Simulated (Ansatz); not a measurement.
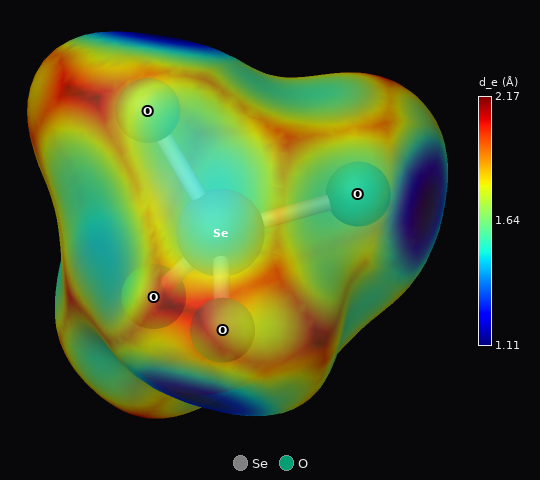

Hirshfeld surface computed for one SeO4 unit (covalently bonded non-metal atoms) in NbSeO5 (P4/n), coloured by d_e.

The surface is where the fragment's share of the procrystal density (the sum of the densities of spherically averaged neutral Hartree-Fock atoms) equals one half. d_i and d_e are the distances from the surface to the nearest nucleus inside and outside. From Rb on the atoms have core potentials, so only their outer electrons count.

Origin of the cell: coordinates from a relaxation with Ansatz, DFT, PAW plane waves, r2scan; the starting structure was generated, so it need not be a known form of this composition.

```
CELL_PARAMETERS angstrom
6.66313 0.00000 0.00000
0.00000 6.66313 0.00000
0.00000 0.00000 4.03709
ATOMIC_POSITIONS crystal
Nb 0.50000 0.00000 0.79466
Nb 0.00000 0.50000 0.20534
O 0.50000 0.00000 0.23242
O 0.00000 0.50000 0.76758
Se 0.50000 0.50000 0.50000
Se 0.00000 0.00000 0.50000
O 0.07637 0.20898 0.27105
O 0.29102 0.57637 0.27105
O 0.92363 0.79102 0.27105
O 0.70898 0.42363 0.27105
O 0.42363 0.29102 0.72895
O 0.20898 0.92363 0.72895
O 0.57637 0.70898 0.72895
O 0.79102 0.07637 0.72895
```

Question: What is the shortest distance from the fragment to an atom outside it?

Answer: O–Nb, 2.02 Å.

Question: How is the surface shared among contacts (nearest atom inside ··· nearest atom outside)?

Answer: O···O 76 %, O···Nb 23 %, Se···O 1.7 %. The surface faces 16 neighbours with more than 2 % of its area each: 12 O + 4 Nb.

Question: Give the size and shape of the surface.

Answer: It encloses about 53 Å³, has an area of about 75 Å² and a globularity of 0.91 (1 for a sphere).
